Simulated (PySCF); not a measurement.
**C6H13NOSi: density, localisation and related maps**

Input

```
{"job": {"kind": "nmr", "xc": "PBE0", "basis": "pcSseg-1"}, "charge": 0, "multiplicity": 1}
C      3.059471     0.086573    -0.324955
C      1.729617    -0.429832     0.153599
O      1.590651    -1.564717     0.575474
C      0.596362     0.484911     0.069177
C     -0.278045     0.625013     1.302079
C     -0.775016    -0.159969     0.145811
Si    -0.806223    -2.052094     0.350895
C     -1.843681     0.415313    -0.759279
N     -1.716484     1.854887    -0.951695
H      2.999103     0.275284    -1.395688
H      3.296783     1.026506     0.168846
H      3.840737    -0.643835    -0.131833
H      0.714615     1.373226    -0.536235
H      0.036102     0.086494     2.184609
H     -0.661440     1.614295     1.505919
H     -2.243280    -2.348808     0.140247
H     -0.129285    -2.742311    -0.740134
H     -0.525429    -2.458944     1.719466
H     -2.827433     0.121338    -0.355934
H     -1.742689    -0.053712    -1.743074
H     -1.970959     2.346947    -0.101413
H     -2.353887     2.162820    -1.677515
```

Command:

```sh
OMP_NUM_THREADS=1 python probes_run.py task.json out
```

Geometry: GFN2-xTB.

All numbers below come from PBE0/pcSseg-1, SCF density, gas phase, non-relativistic in PySCF 2.14.0.

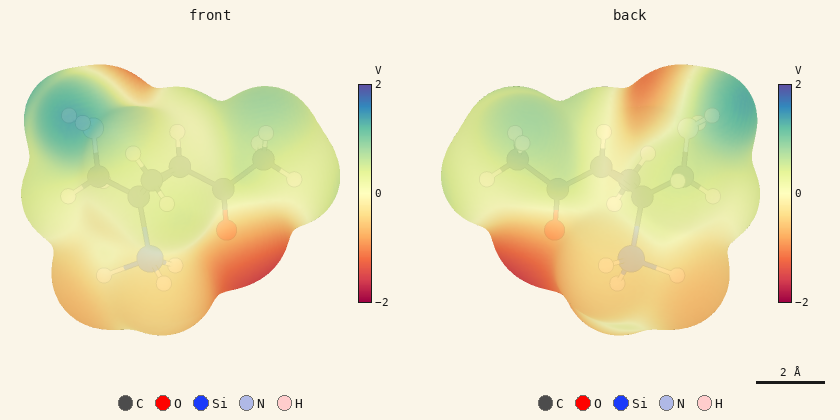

Figure 1. The molecular electrostatic potential painted on the density surface at 0.001 e/bohr³, seen from the front and from behind; red is negative and blue positive.

> Where is the surface potential most negative and most positive?

The most negative region (about −1.5 V) lies over O3, the most positive (about +1.3 V) over H21 and H22. O3 is the likeliest acceptor of a hydrogen bond.

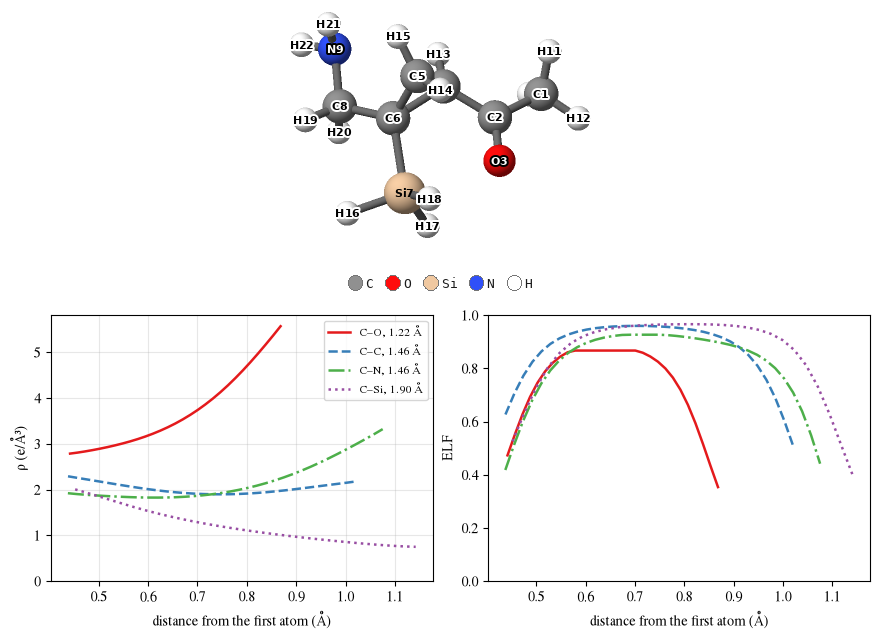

Figure 2. Total electron density and electron localisation function along straight lines between neighbouring atoms. The curves leave out the atomic cores. The structure is drawn too.

> What can be read from the curves?

C–O (1.22 Å): ρ is about 3.2 e/Å³ halfway; the ELF peaks at about 0.85 between the atoms (a multiple bond).
C–C (1.46 Å): the density is about 1.9 e/Å³ at the midpoint; the ELF peaks at about 0.95 between the atoms (localised, covalent bonding).
C–N (1.46 Å): ρ is about 1.9 e/Å³ halfway; the ELF peaks at about 0.95 between the atoms; a shared electron pair.
C–Si (1.90 Å): ρ is about 0.91 e/Å³ halfway; the ELF peaks at about 0.95 between the atoms; localised, covalent bonding.
